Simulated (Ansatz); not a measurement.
**How fast states decay through Sr2Bi2Te3S2**

Wanted: the relaxed cell of Sr2Bi2Te3S2, its band edges and its decay constants. It is built by putting Te for Se, S for O in the Sr2Bi2Se3O2 structure of space group C2/m, with the volume rescaled by atomic radii. The parent structure comes from the Materials Project.

Calculated with Ansatz 0.2.0; PBE DFT, plane waves, PAW files, in the first sound run; inputs show where later runs differ.

The structure was built from a prototype and need not be the compound's stable phase.

### Step 1. Starting point

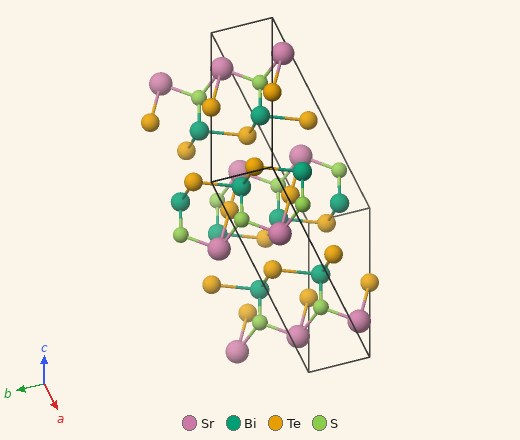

The starting structure, seen from a free direction (strontium pink, bismuth teal, tellurium orange, sulfur green). 1×2×1 cells are drawn. This picture shows the conventional cell, with its axes. Some periodic images of atoms are drawn too.

### Step 2. Relaxing the new crystal

The substituted atoms don't fit the parent's cell, so cell and atoms relax together. A small smearing keeps the run stable in case the gap closes on the way.

input.yaml reads:

```yaml
crystal:
  lattice:
    - [7.257691798, -2.1811586682, 0.0]
    - [7.257691798, 2.1811586682, 0.0]
    - [-5.7052431334, 0.0, 8.519780995]
  atoms:
    - { symbol: Sr, position: [0.107243, 0.107243, 0.896132] }
    - { symbol: Sr, position: [0.892757, 0.892757, 0.103868] }
    - { symbol: Bi, position: [0.309349, 0.309349, 0.362878] }
    - { symbol: Bi, position: [0.690651, 0.690651, 0.637122] }
    - { symbol: Te, position: [0.0, 0.0, 0.5] }
    - { symbol: Te, position: [0.3704375, 0.3704375, 0.78313] }
    - { symbol: Te, position: [0.6295625, 0.6295625, 0.21687] }
    - { symbol: S, position: [0.6872725, 0.6872725, 0.853637] }
    - { symbol: S, position: [0.3127275, 0.3127275, 0.146363] }
kpoints:
  mp_grid: { grid: [6, 6, 4] }
scf:
  occupations: { method: gaussian, width: 0.03 }
hamiltonian:
  xc: pbe
output:
  forces: true
  stress: true
relax:
  f_tol: 0.02
  max_steps: 60
  cell: {}
```

On the command line:

```console
$ ansatz run input.yaml --threads 2 --pin off --max-ram 4096MiB --backend cpu --events-out ev --progress --plain --runs-dir out
```

Numbers of over 12 decimals in the logs are rounded to 6 here.

The program printed:

```text
Engine: ansatz 0.2.0, aarch64-unknown-linux-gnu
Pseudopotentials: kind: paw
Pseudopotential: Sr, paw, valence charge 10, recommended cutoff 420 eV (normal), Sr.paw.azcp
Pseudopotential: Bi, paw, valence charge 15, recommended cutoff 420 eV (normal), Bi.paw.azcp
Pseudopotential: Te, paw, valence charge 16, recommended cutoff 420 eV (normal), Te.paw.azcp
Pseudopotential: S, paw, valence charge 6, recommended cutoff 420 eV (normal), S.paw.azcp
Functional definition: PBE
  parameter kappa = 0.804
  parameter beta = 0.066725
  exchange = pbe_x(kappa = kappa, mu = beta*pi^2/3)
  correlation = pbe_c(beta = beta)
Crystal: 9 atoms, lattice volume = 269.739 Å³
Basis set: ecut = 420 eV, 5291 PW (Γ), exchange–correlation on 108×108×144 points (8 copies of the dense FFT grid, shifted against one another)
Bands: 66, of which v1, the nominal top of the filled ones, is band 55 counted from 1 (54 counted from 0)
Symmetry: 4 space group operations
Space group: C2/m (ITA 12), of the structure as read, at distance tolerance 6.5e-5 Å
k-points: 47 of 144
Non-local potential: Sr, projectors of the file, l = 0: 3, l = 1: 2, l = 2: 2
Non-local potential: Bi, projectors of the file, l = 0: 2, l = 1: 2, l = 2: 2, l = 3: 2
Non-local potential: Te, projectors of the file, l = 0: 2, l = 1: 2, l = 2: 2, l = 3: 2
Non-local potential: S, projectors of the file, l = 0: 2, l = 1: 2, l = 2: 2
PAW form: soft (Blöchl's): semilocal exchange-correlation on the pseudo side does not see the compensation charge
PAW one-centre angular grid: Sr, 110 points (default); XC on 64 Gauss nodes
PAW one-centre angular grid: Bi, 590 points (default); XC on 64 Gauss nodes
PAW one-centre angular grid: Te, 590 points (default); XC on 64 Gauss nodes
PAW one-centre angular grid: S, 110 points (default); XC on 64 Gauss nodes
Initial density: superposition of atomic densities (neutral atoms: chi_scale 0, normalization atom), corrected by the library's trained network
Initial wavefunctions: pseudopotential atomic-orbital guess
Functional: x = pbe(κ = 0.804, μ = 0.219515), c = pbe(β = 0.066725)
SCF iter   1: F=—  HF=-54631.344802 eV  |F-HF|=—  |Δ(HF+E_count)|=         —  Δρ=1.66e-3  dr2=1.14e-2  ethr=1.77e-3  ⟨swp⟩=9.3  Hψ=15346  notcnv=0  defer=28
preconditioner: auto → Resta (q_TF=auto, 2.349 Å⁻¹)  ε∞=4.1  [insulator: Δε(μ)=0.919 eV  Ē_g=8.543 eV  σ=0.030 eV  W_gap=1.00  n_scr=58 (ndim 8)  ℏωp=15.0 eV  f_vac=0.014  D(μ)=0.00/eV (n_scr^D=0)  ε∞_Penn≈4.1]
SCF iter   2: F=—  HF=-54631.344041 eV  |F-HF|=—  |Δ(HF+E_count)|=   7.61e-4  Δρ=9.23e-4  dr2=2.55e-3  ethr=1.04e-5  ⟨swp⟩=2.8  Hψ=6870  notcnv=0  defer=179
SCF iter   3: F=—  HF=-54631.344431 eV  |F-HF|=—  |Δ(HF+E_count)|=   3.91e-4  Δρ=4.10e-4  dr2=4.28e-4  ethr=2.32e-6  ⟨swp⟩=2.1  Hψ=3844  notcnv=0  defer=179
SCF iter   4: F=—  HF=-54631.344733 eV  |F-HF|=—  |Δ(HF+E_count)|=   3.02e-4  Δρ=8.78e-5  dr2=2.95e-5  ethr=3.89e-7  ⟨swp⟩=2.0  Hψ=4147  notcnv=0  defer=179
SCF iter   5: F=—  HF=-54631.344892 eV  |F-HF|=—  |Δ(HF+E_count)|=   1.59e-4  Δρ=2.84e-5  dr2=3.97e-6  ethr=2.68e-8  ⟨swp⟩=2.1  Hψ=3974  notcnv=0  defer=179
SCF iter   6: F=—  HF=-54631.344894 eV  |F-HF|=—  |Δ(HF+E_count)|=   1.79e-6  Δρ=7.42e-6  dr2=2.58e-7  ethr=3.61e-9  ⟨swp⟩=2.0  Hψ=5385  notcnv=0  defer=179
SCF iter   7: F=-54631.344894 eV  HF=-54631.344894 eV  |F-HF|=2.75e-9  |Δ(HF+E_count)|=   1.56e-7  Δρ=2.39e-6  dr2=2.66e-8  ethr=9.09e-11  ⟨swp⟩=5.3  Hψ=12279  notcnv=0
SCF 1 converged in 7 iterations: F = -54631.344894 eV  dr2 = 2.66e-8
  greatest PAW one-centre occupation: 0.998 electrons in one spin orbital (limit 2), on the Te atom at site 4 (counted from 0), in its partial waves of l = 2
relax step   1: F+E_penalty+E_count = -54631.34489400 eV  Δ(F+E_penalty+E_count) = +0.000e0 eV  max|allowed force component| = 4.165e0 eV/Å  Δτ_max = 0.0000 Å  P = +11.567 GPa  Ω = 269.739 Å³  (7 SCF iters, dr2 threshold 1.00e-7 eV, accepted)
Crystal: 9 atoms, lattice volume = 289.272 Å³
Basis set: ecut = 420 eV, 5657 PW (Γ), exchange–correlation on 108×108×144 points (8 copies of the dense FFT grid, shifted against one another)
Initial density: handed on by an earlier stage of this run
Initial wavefunctions: those handed on with the density
iter 1 solved again at ethr=5.60e-4 eV; its pass at ethr=3.10e-3 eV (dr2=6.16e-1 eV) is discarded
SCF iter   1: F=—  HF=-54633.776927 eV  |F-HF|=—  |Δ(HF+E_count)|=         —  Δρ=1.05e-2  dr2=6.14e-1  ethr=5.60e-4  ⟨swp⟩=2.4  Hψ=16085  notcnv=0
preconditioner: auto → Resta (q_TF=auto, 2.322 Å⁻¹)  ε∞=4.3  [insulator: Δε(μ)=0.803 eV  Ē_g=8.027 eV  σ=0.030 eV  W_gap=1.00  n_scr=62 (ndim 8)  ℏωp=14.5 eV  f_vac=0.013  D(μ)=0.00/eV (n_scr^D=0)  ε∞_Penn≈4.3]
SCF iter   2: F=—  HF=-54633.654215 eV  |F-HF|=—  |Δ(HF+E_count)|=   1.23e-1  Δρ=4.73e-3  dr2=8.54e-2  ethr=5.58e-4  ⟨swp⟩=3.3  Hψ=4955  notcnv=0
SCF iter   3: F=—  HF=-54633.641203 eV  |F-HF|=—  |Δ(HF+E_count)|=   1.30e-2  Δρ=1.59e-3  dr2=6.97e-3  ethr=7.76e-5  ⟨swp⟩=3.4  Hψ=5460  notcnv=0  defer=21
SCF iter   4: F=—  HF=-54633.641867 eV  |F-HF|=—  |Δ(HF+E_count)|=   6.64e-4  Δρ=3.69e-4  dr2=6.63e-4  ethr=6.34e-6  ⟨swp⟩=2.0  Hψ=3954  notcnv=0  defer=22
SCF iter   5: F=—  HF=-54633.642262 eV  |F-HF|=—  |Δ(HF+E_count)|=   3.95e-4  Δρ=1.21e-4  dr2=7.46e-5  ethr=6.02e-7  ⟨swp⟩=2.0  Hψ=4850  notcnv=0  defer=22
SCF iter   6: F=—  HF=-54633.642301 eV  |F-HF|=—  |Δ(HF+E_count)|=   3.85e-5  Δρ=4.59e-5  dr2=1.50e-5  ethr=6.78e-8  ⟨swp⟩=2.4  Hψ=5565  notcnv=0  defer=22
SCF iter   7: F=—  HF=-54633.642305 eV  |F-HF|=—  |Δ(HF+E_count)|=   4.67e-6  Δρ=1.29e-5  dr2=9.15e-7  ethr=1.36e-8  ⟨swp⟩=2.0  Hψ=3911  notcnv=0  defer=22
SCF iter   8: F=-54633.642306 eV  HF=-54633.642306 eV  |F-HF|=1.67e-8  |Δ(HF+E_count)|=   4.69e-7  Δρ=4.96e-6  dr2=1.03e-7  ethr=8.18e-10  ⟨swp⟩=5.0  Hψ=10879  notcnv=0
SCF 2 converged in 8 iterations: F = -54633.642306 eV  dr2 = 1.03e-7
relax step   2: F+E_penalty+E_count = -54633.64230576 eV  Δ(F+E_penalty+E_count) = -2.297e0 eV  max|allowed force component| = 6.211e-1 eV/Å  Δτ_max = 0.1964 Å  P = +2.374 GPa  Ω = 289.272 Å³  energy of the carried Pulay correction = -2.562e-3 eV  (8 SCF iters, dr2 threshold 9.00e-7 eV, accepted)
Crystal: 9 atoms, lattice volume = 299.020 Å³
Basis set: ecut = 420 eV, 5867 PW (Γ), exchange–correlation on 108×108×144 points (8 copies of the dense FFT grid, shifted against one another)
iter 1 solved again at ethr=2.06e-4 eV; its pass at ethr=3.10e-3 eV (dr2=2.27e-1 eV) is discarded
SCF iter   1: F=—  HF=-54633.910717 eV  |F-HF|=—  |Δ(HF+E_count)|=         —  Δρ=5.16e-3  dr2=2.25e-1  ethr=2.06e-4  ⟨swp⟩=3.0  Hψ=15516  notcnv=0
[...]
relax step  10: F+E_penalty+E_count = -54634.29026364 eV  Δ(F+E_penalty+E_count) = +6.337e-3 eV  max|allowed force component| = 1.943e-1 eV/Å  Δτ_max = 0.0444 Å  P = -0.209 GPa  Ω = 322.817 Å³  energy of the carried Pulay correction = -6.569e-3 eV  (7 SCF iters, dr2 threshold 1.82e-7 eV, rejected (line search))
relax step  11: F+E_penalty+E_count = -54634.29925693 eV  Δ(F+E_penalty+E_count) = -2.656e-3 eV  max|allowed force component| = 2.376e-2 eV/Å  Δτ_max = 0.0222 Å  P = -0.036 GPa  Ω = 321.731 Å³  energy of the carried Pulay correction = -6.446e-3 eV  (10 SCF iters, accepted)
relax step  12: F+E_penalty+E_count = -54634.29947026 eV  Δ(F+E_penalty+E_count) = -2.133e-4 eV  max|allowed force component| = 3.169e-2 eV/Å  Δτ_max = 0.0097 Å  P = -0.015 GPa  Ω = 321.451 Å³  energy of the carried Pulay correction = -6.415e-3 eV  (6 SCF iters, dr2 threshold 3.55e-8 eV, accepted)
relax step  13: F+E_penalty+E_count = -54634.29978680 eV  Δ(F+E_penalty+E_count) = -3.165e-4 eV  max|allowed force component| = 3.890e-3 eV/Å  Δτ_max = 0.0056 Å  P = +0.010 GPa  Ω = 321.456 Å³  energy of the carried Pulay correction = -6.415e-3 eV  (5 SCF iters, dr2 threshold 6.28e-8 eV, accepted)
relax step  14: F+E_penalty+E_count = -54634.33843548 eV  Δ(F+E_penalty+E_count) = -3.865e-2 eV  max|allowed force component| = 4.707e-3 eV/Å  Δτ_max = 0.0000 Å  P = +0.233 GPa  Ω = 321.456 Å³  stress off target by 5.83e-1 GPa  SCF on the basis re-selected at this cell (its energy is not comparable with the rows above)  (8 SCF iters)
relax step  15: F+E_penalty+E_count = -54634.34440474 eV  Δ(F+E_penalty+E_count) = -5.969e-3 eV  max|allowed force component| = 1.495e-2 eV/Å  Δτ_max = 0.0179 Å  P = +0.051 GPa  Ω = 323.480 Å³  energy of the carried Pulay correction = -2.015e-4 eV  (6 SCF iters, dr2 threshold 8.50e-7 eV, accepted)
relax step  16: F+E_penalty+E_count = -54634.34505796 eV  Δ(F+E_penalty+E_count) = -6.532e-4 eV  max|allowed force component| = 4.874e-2 eV/Å  Δτ_max = 0.0711 Å  P = -0.009 GPa  Ω = 324.285 Å³  energy of the carried Pulay correction = -2.831e-4 eV  (8 SCF iters, dr2 threshold 1.09e-7 eV, accepted)
relax step  17: F+E_penalty+E_count = -54634.34427650 eV  Δ(F+E_penalty+E_count) = +7.815e-4 eV  max|allowed force component| = 5.831e-2 eV/Å  Δτ_max = 0.0222 Å  P = +0.030 GPa  Ω = 323.667 Å³  energy of the carried Pulay correction = -2.187e-4 eV  (7 SCF iters, dr2 threshold 1.48e-7 eV, rejected (line search))
relax step  18: F+E_penalty+E_count = -54634.34747392 eV  Δ(F+E_penalty+E_count) = -2.416e-3 eV  max|allowed force component| = 2.185e-2 eV/Å  Δτ_max = 0.0138 Å  P = +0.009 GPa  Ω = 324.292 Å³  energy of the carried Pulay correction = -2.831e-4 eV  (10 SCF iters, accepted)
relax step  19: F+E_penalty+E_count = -54634.34800129 eV  Δ(F+E_penalty+E_count) = -5.274e-4 eV  max|allowed force component| = 3.908e-3 eV/Å  Δτ_max = 0.0120 Å  P = -0.004 GPa  Ω = 324.430 Å³  energy of the carried Pulay correction = -2.964e-4 eV  (7 SCF iters, dr2 threshold 2.98e-8 eV, accepted)
iter 1 solved again at ethr=1.24e-6 eV; its pass at ethr=3.10e-3 eV (dr2=1.36e-3 eV) is discarded
SCF iter   1: F=—  HF=-54634.346701 eV  |F-HF|=—  |Δ(HF+E_count)|=         —  Δρ=1.05e-4  dr2=1.00e-6  ethr=1.24e-6  ⟨swp⟩=4.2  Hψ=23846  notcnv=0
eigensolver tolerance schedule: the retry pair's looser diagonalisation over-reported the residual by 1355.85 of it (diagonalisation noise at 1.18 of the residual, at the tolerance the schedule requests for it); recorded, not acted on — ethr = c·dr2/N_el stays at c = 1.0e-1
preconditioner: auto → Resta (q_TF=auto, 2.278 Å⁻¹)  ε∞=4.0  [insulator: Δε(μ)=1.186 eV  Ē_g=7.921 eV  σ=0.030 eV  W_gap=1.00  n_scr=70 (ndim 8)  ℏωp=13.7 eV  f_vac=0.102  D(μ)=0.00/eV (n_scr^D=0)  ε∞_Penn≈4.0]
SCF iter   2: F=—  HF=-54634.347863 eV  |F-HF|=—  |Δ(HF+E_count)|=   1.16e-3  Δρ=5.27e-5  dr2=2.32e-7  ethr=9.11e-10  ⟨swp⟩=4.3  Hψ=8949  notcnv=0
SCF iter   3: F=—  HF=-54634.348280 eV  |F-HF|=—  |Δ(HF+E_count)|=   4.17e-4  Δρ=1.15e-5  dr2=1.94e-8  ethr=2.11e-10  ⟨swp⟩=2.1  Hψ=4352  notcnv=0
SCF iter   4: F=—  HF=-54634.348301 eV  |F-HF|=—  |Δ(HF+E_count)|=   2.11e-5  Δρ=7.71e-7  dr2=1.02e-9  ethr=1.76e-11  ⟨swp⟩=2.6  Hψ=4709  notcnv=0
SCF iter   5: F=—  HF=-54634.348301 eV  |F-HF|=—  |Δ(HF+E_count)|=   5.94e-8  Δρ=2.17e-7  dr2=2.39e-10  ethr=1.00e-12  ⟨swp⟩=2.5  Hψ=5131  notcnv=0
SCF iter   6: F=-54634.348301 eV  HF=-54634.348301 eV  |F-HF|=3.64e-11  |Δ(HF+E_count)|=   1.22e-9  Δρ=7.25e-8  dr2=3.81e-11  ethr=1.00e-12  ⟨swp⟩=5.1  Hψ=11787  notcnv=0
SCF 20 converged in 6 iterations: F = -54634.348301 eV  dr2 = 3.81e-11
relax step  20: F+E_penalty+E_count = -54634.34830128 eV  Δ(F+E_penalty+E_count) = -3.000e-4 eV  max|allowed force component| = 3.897e-3 eV/Å  Δτ_max = 0.0000 Å  P = -0.005 GPa  Ω = 324.430 Å³  stress off target by 1.42e-2 GPa  SCF on the basis re-selected at this cell (its energy is not comparable with the rows above)  (6 SCF iters)
basis re-selected at this cell: Δ(F+E_penalty+E_count) = -3.000e-4 eV, ΔP = -0.001 GPa vs the last step (what re-selecting the basis moved, of the pressure what is left beyond the Pulay correction that the steps carried, after the strain that the cell walked since its last selection, with what the two solves' SCF thresholds leave and, on support functions, any second-order correction that the steps lacked; it is no m [...]
SCF converged after 6 iterations
Free energy (F): -54634.348301 eV
Harris-Foulkes:  -54634.348301 eV  (|F-HF|=3.64e-11)
Internal energy: -54634.348301 eV  (E = F + TS)
E sigma→0 (E₀):  -54634.348301 eV
Fermi energy:    6.395797 eV
--- Per-component energies (eV) ---
  E_band       = -1396.765758
  E_kinetic    = 1846.006486
  E_local      = -11140.093665  (includes V_loc(G=0)·N_el)
  E_nonlocal   = 653.875072
  E_hartree    = 5074.744921
  E_xc         = -1217.550913
  E_vxc        = -1100.942745  (∫ρ·V_xc dr)
  E_paw        = -41903.721853  (= ΣΔE_a)
  E_vpaw       = -1805.099514  (= ΣTr[D̂ρ^β])
  E_aug_tail   = -0.001456  (compensation charges beyond the density's cutoff)
  E_ewald      = -7947.606891
  E_smearing   = -0.000000  (= −TS)
  E_closure    = -0.000000  (closes the sum)
  Σ components = -54634.348301   (vs F -54634.348301, Δ=0.00e0)
--- Forces (eV/Å), atoms counted from 1 ---
  atom   1  Sr     0.00389703     0.00000000     0.00265510
  atom   2  Sr    -0.00389703    -0.00000000    -0.00265510
  atom   3  Bi    -0.00035534    -0.00000000     0.00052303
  atom   4  Bi     0.00035534     0.00000000    -0.00052303
  atom   5  Te     0.00000000     0.00000000     0.00000000
  atom   6  Te    -0.00372042    -0.00000000    -0.00106189
  atom   7  Te     0.00372042     0.00000000     0.00106189
  atom   8  S     -0.00006331     0.00000000     0.00014211
  atom   9  S      0.00006331    -0.00000000    -0.00014211
  max |Σ_I F_I| component: 4.34e-19 eV/Å
--- Stress (GPa, compression-positive) ---
       -0.007437      -0.000000      -0.008767
       -0.000000      -0.004321      -0.000000
       -0.008767      -0.000000      -0.002815
  P = ⅓ Tr σ = -0.0049 GPa (-0.049 kbar)
--- Relaxed structure (18 steps of the walk, 16 accepted, 2 SCFs on fresh bases) ---
  F+E_penalty+E_count = -54634.34830128 eV   max|allowed force component| = 3.897e-3 eV/Å   (the final SCF, on the basis selected at the relaxed cell)
  cell:  # Å, volume = 324.4303 Å³
    - [7.419609, -2.264368, -0.763031]
    - [7.419609, 2.264368, -0.763031]
    - [-6.728245, 0.0, 10.347179]
  atoms:
    - { symbol: Sr, position: [0.097262, 0.097262, 0.834601] }
    - { symbol: Sr, position: [0.902738, 0.902738, 0.165399] }
    - { symbol: Bi, position: [0.300175, 0.300175, 0.376817] }
    - { symbol: Bi, position: [0.699825, 0.699825, 0.623183] }
    - { symbol: Te, position: [0.0, 0.0, 0.500000] }
    - { symbol: Te, position: [0.373539, 0.373539, 0.699417] }
    - { symbol: Te, position: [0.626461, 0.626461, 0.300583] }
    - { symbol: S, position: [0.733447, 0.733447, 0.861340] }
    - { symbol: S, position: [0.266553, 0.266553, 0.138660] }
```

Run time: 7.9 min. Hardware: 2 threads of Arm Neoverse V1, shared host; peak memory 1.2 GiB; 16 min of CPU time.

Step by step:

```csv
step,energy less that of the first step (eV),largest force component (eV/Å),pressure (GPa),volume (Å³)
1,0.0000,4.1650,11.57,269.74
2,-2.2974,0.6211,2.37,289.27
3,-2.5217,0.2371,0.97,299.02
4,-2.6753,0.1335,0.13,311.36
5,-2.8094,0.1650,-0.44,319.52
6,-2.8717,0.3001,-0.50,324.19
7,-2.9317,0.1859,0.03,321.56
8,-2.9331,0.2393,0.40,319.05
9,-2.9517,0.0539,0.03,321.18
10,-2.9454,0.1943,-0.21,322.82
11,-2.9544,0.0238,-0.04,321.73
12,-2.9546,0.0317,-0.02,321.45
13,-2.9549,0.0039,0.01,321.46
14*,-2.9935,0.0047,0.23,321.46
15,-2.9995,0.0149,0.05,323.48
16,-3.0002,0.0487,-0.01,324.29
17,-2.9994,0.0583,0.03,323.67
18,-3.0026,0.0219,0.01,324.29
19,-3.0031,0.0039,0.00,324.43
20*,-3.0034,0.0039,0.00,324.43
```

Relaxation steps marked * repeat the geometry before them on a plane-wave basis chosen anew for their cell, so energy and pressure can jump there. Relaxation steps 10, 17 were tried and not accepted.

Forces are held to the 4 operations that the run works with; a distortion that breaks them can't arise in this run.

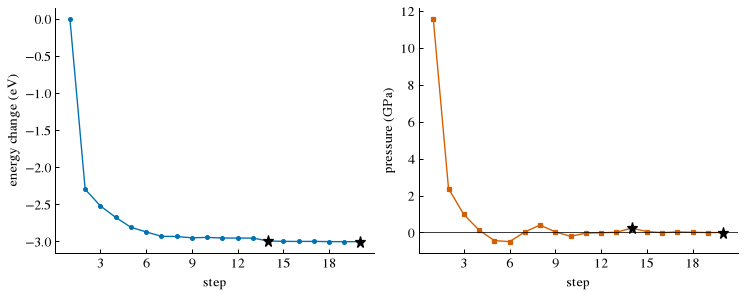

Energy and pressure along the relaxation. Stars mark steps on a basis chosen anew.

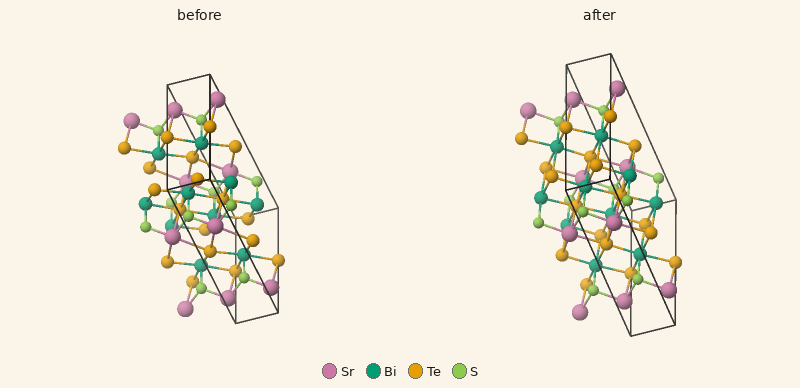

The structure before and after the relaxation, drawn at the same scale.

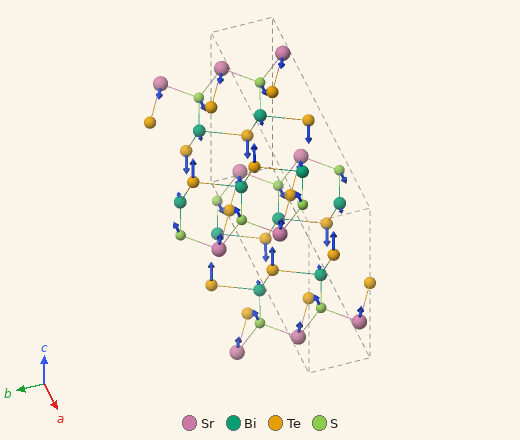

Displacements in the relaxation, exaggerated, measured against the changing cell; the longest in the cell stands for 1.06 Å. 1×2×1 conventional cells are drawn. Some periodic images of atoms are drawn too.

```
     cell as run  before   after   change
           a (Å)   7.578   7.795   +2.9 %
           b (Å)   7.578   7.795   +2.9 %
           c (Å)  10.254  12.342  +20.4 %
           α (°)  122.20  126.94   +3.9 %
           β (°)  122.20  126.94   +3.9 %
           γ (°)   33.45   33.78   +1.0 %
volume (Å³/atom)   29.97   36.05  +20.3 %
```

The atoms that moved most (Å, as changes of fractional coordinates times the final cell):

```
atom      dx     dy      dz  length
 Te6   0.609  0.000  -0.871   1.063
 Te7  -0.609  0.000   0.871   1.063
 Sr2  -0.266  0.000   0.621   0.676
 Sr1   0.266  0.000  -0.621   0.676
  S8   0.633  0.000   0.009   0.633
  S9  -0.633  0.000  -0.009   0.633
 Bi4   0.230  0.000  -0.158   0.279
 Bi3  -0.230  0.000   0.158   0.279
```

Numbers from this step:

| Property | Result |
| --- | --- |
| free energy | -54634.3483 eV |
| Fermi energy | 6.396 eV |
| pressure | -0.004858 GPa |

The largest force component on a free atom ends at 0.0039 eV/Å.

[end of part 1 of 3]

[Logs are printed without paths, hosts, clocks, repeated set-up lines and the standing remarks that a program may print on its own settings, such as how far it seeks lower states.]

[Hosts, paths, dates, database ids (printed as entryN), source tags and the programs' standing remarks are cut or masked in the printed files.]
